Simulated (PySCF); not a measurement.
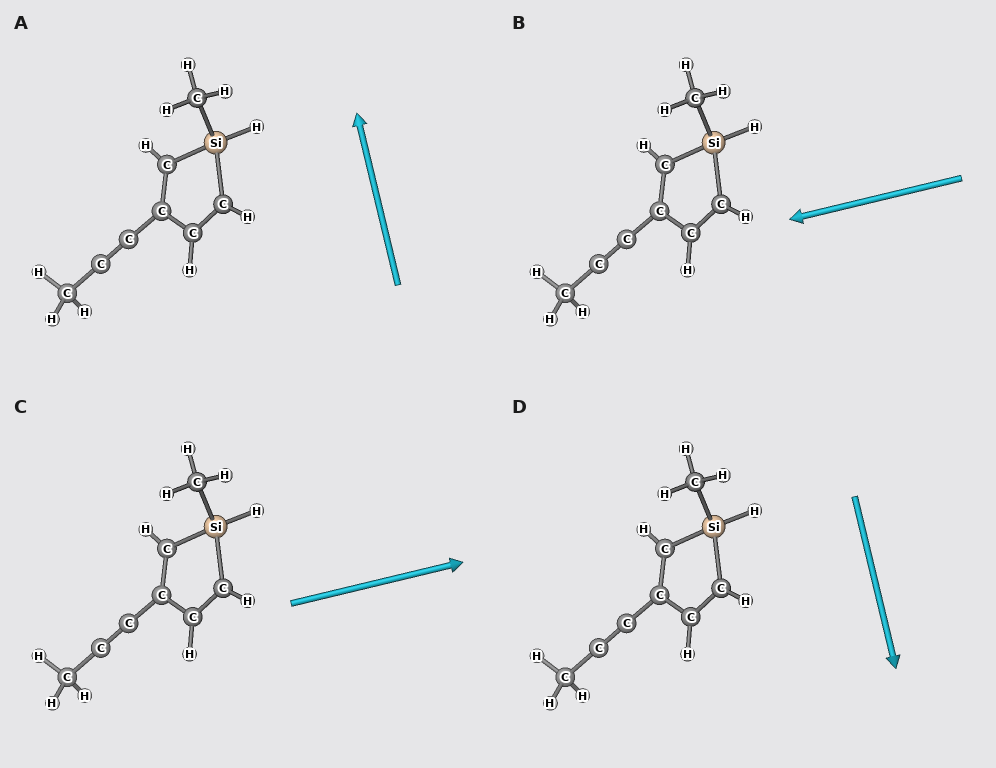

The same molecule four times, each with an arrow. The computed structure is the end point of a GFN2-xTB optimisation. No frequency run is at hand to confirm it as a minimum. Method: PBE0/pcSseg-1, gas phase (PySCF 2.14.0).

### Which arrow points along the dipole moment, from the negative to the positive end?

B. The dipole moment is 0.78 D.

The geometry is semi-empirical. Around Si such bond lengths and angles can be off by a tenth of an ångström or more and by several degrees, and values that hang on the shape move with them.
